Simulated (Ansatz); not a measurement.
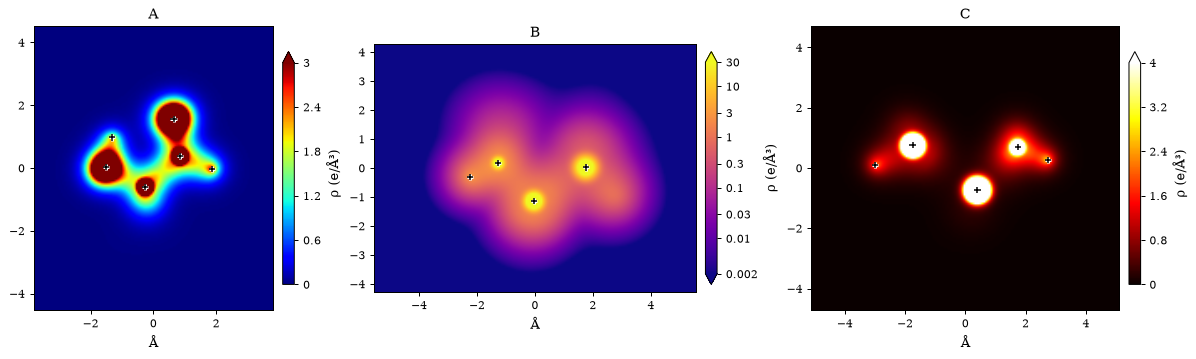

The total electron density of 3 systems, each on a plane through atoms (crosses mark nuclei in the plane).

The calculation used RKS PBE0-D4/def2-TZVPP (Ansatz 0.2.0).

System 1: C₂H₁₀AlOP (SMILES [CH3][Al-]([CH3])([OH])[PH3+]), the plane of atoms Al2, C1 and H7. Geometry: PBE0-D4/def2-TZVP.

```
atom    x (Å)    y (Å)    z (Å)
   C  -1.7734  -0.0234   1.0690
  Al  -0.1703  -0.6338   0.1210
   C   1.5652  -0.8149   1.0280
   O  -0.4824  -1.6079  -1.2742
   P   0.2445   1.4925  -1.3466
   H  -1.5951   0.8809   1.6601
   H  -2.1219  -0.7921   1.7678
   H  -2.6030   0.1807   0.3855
   H   2.4041  -0.9239   0.3331
   H   1.5738  -1.6991   1.6756
   H   1.7818   0.0444   1.6714
   H   0.1875  -2.1860  -1.6343
   H   0.5107   2.8036  -0.8924
   H   1.2710   1.4205  -2.3122
   H  -0.8145   1.8078  -2.2227
```

System 2: C₂H₆O₂Si, the plane of atoms C3, C2 and H6. Geometry: PBE0-D4/def2-TZVP.

```xyz
11

O    -1.6680   -0.3813    1.5815
C    -0.5251   -0.0664    1.3566
C     0.2022   -0.5800    0.1697
O    -0.5471   -1.5382   -0.5219
Si    0.6215    0.8521   -1.0349
H     0.0277    0.6281    2.0180
H     1.1617   -0.9945    0.5201
H    -1.3968   -1.5840   -0.0535
H     1.3500    0.2676   -2.1848
H    -0.6439    1.4851   -1.4787
H     1.4833    1.8544   -0.3516
```

System 3: CH₈S₂Si₂ (SMILES [SiH3][SiH2]SCS), the plane of atoms Si2, S3 and C4. Geometry: PBE0-D4/def2-TZVP.

| atom | x (Å) | y (Å) | z (Å) |
| --- | --- | --- | --- |
| Si | -2.0257 | -0.5520 | -0.1194 |
| Si | 0.1357 | -1.4441 | 0.0828 |
| S | 1.6708 | -0.3695 | -0.9622 |
| C | 1.8495 | 1.0698 | 0.1225 |
| S | 0.3431 | 1.9934 | 0.4887 |
| H | -2.0997 | 0.3536 | -1.2957 |
| H | -2.9935 | -1.6669 | -0.3360 |
| H | -2.4306 | 0.1813 | 1.1068 |
| H | 0.1946 | -2.7895 | -0.5493 |
| H | 0.5262 | -1.5624 | 1.5166 |
| H | 2.2376 | 0.7607 | 1.0942 |
| H | 2.5881 | 1.7177 | -0.3484 |
| H | 0.0244 | 2.2733 | -0.7856 |

Which map belongs to which system?

Panel A is system 2, C₂H₆O₂Si: the plane holds O, C and H. C–O (1.21 Å): the density is about 3.4 e/Å³ at the midpoint. Panel B is system 3, CH₈S₂Si₂: the plane holds Si, S, C and H. C–S (1.81 Å): the density is about 1.2 e/Å³ at the midpoint. Panel C is system 1, C₂H₁₀AlOP: the plane holds C, Al, P and H. C–Al (1.96 Å): ρ is about 0.71 e/Å³ halfway.
